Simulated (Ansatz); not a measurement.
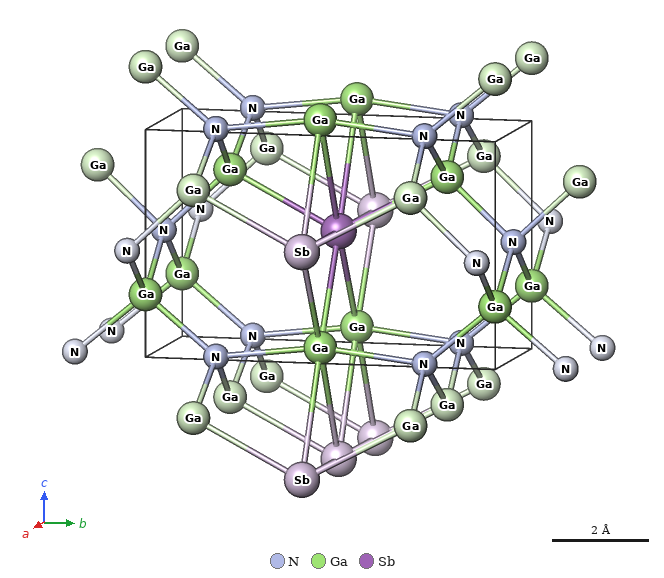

An orthographic ball-and-stick view of the structure, slightly off an axis. The wireframe shows the conventional unit cell. The bonded neighbours beyond the faces are included, in fainter colours.

Ga4SbN3, space group Pmm2 (No. 25), a = 3.193 Å, b = 7.563 Å, c = 4.829 Å, α = 90.00°, β = 90.00°, γ = 90.00°. The starting point was a structure type filled with these elements by a generator (whether the compound takes this form wasn't checked). Earlier steps of the study, as a rule a relaxation of our own, may have changed the cell and positions, so they can lie some per cent off the listed ones. It went into a calculation with Ansatz.

This one geometry was computed with Ansatz (DFT, plane waves, PAW) at three levels of theory: r2SCAN, PBE and PBE with spin-orbit coupling. It was relaxed beforehand with r2SCAN.

**Which level gives the highest pressure at this volume, and what does that say about its equilibrium volume?**

Highest: PBE (4.4 GPa) and PBE with spin-orbit coupling (4.3 GPa), which points to the largest equilibrium volume. Lowest, with the smallest volume: r2SCAN (0.0 GPa). Levels within 0.5 GPa of each other can't be told apart.

**How does the band gap change with the level of theory?**

All levels give a metal, though semilocal functionals underestimate gaps and can close a small one.

**Collect the results in a table.**

| level | cutoff (eV) | k-mesh of the run's cell | gap (eV) | pressure (GPa) |
| --- | --- | --- | --- | --- |
| r2SCAN | 500 | 8×4×6 | metal | 0.0 |
| PBE | 420 | 8×4×6 | metal | 4.4 |
| PBE with spin-orbit coupling | 420 | 8×4×6 | metal | 4.3 |

Gaps are taken on the k-mesh or band path of each run.
